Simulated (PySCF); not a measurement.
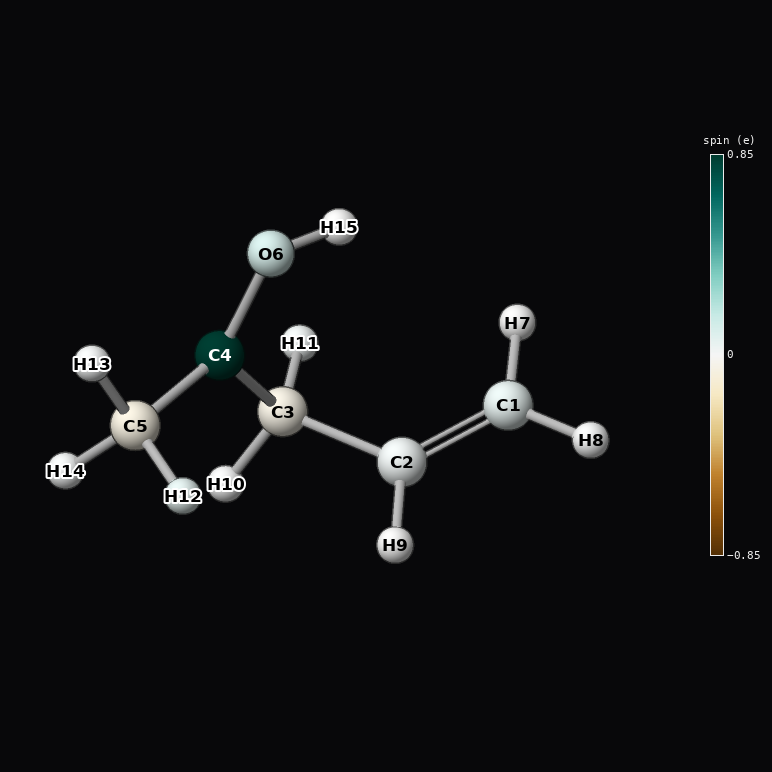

Atoms are coloured by their Mulliken spin populations. Charge 0, doublet. Computed geometry: GFN2-xTB optimisation. No frequency run is at hand to confirm it as a minimum. Level of theory: UKS B3LYP, pcH-1 on C H O, non-relativistic (PySCF 2.14.0).

Question: Which atom carries the largest spin population?

Answer: C4 (0.84 e).

Question: Which atom has the lowest spin population?

Answer: C5 (−0.07 e); a negative value comes from spin polarisation.

List the Mulliken spin populations.

| atom | value (e) |
| --- | --- |
| C1 | 0.05 |
| C2 | 0.03 |
| C3 | −0.05 |
| C4 | 0.84 |
| C5 | −0.07 |
| O6 | 0.11 |
| H7 | 0.00 |
| H8 | 0.00 |
| H9 | 0.00 |
| H10 | 0.00 |
| H11 | 0.03 |
| H12 | 0.07 |
| H13 | 0.01 |
| H14 | 0.01 |
| H15 | 0.00 |

Mulliken values depend strongly on the basis set.
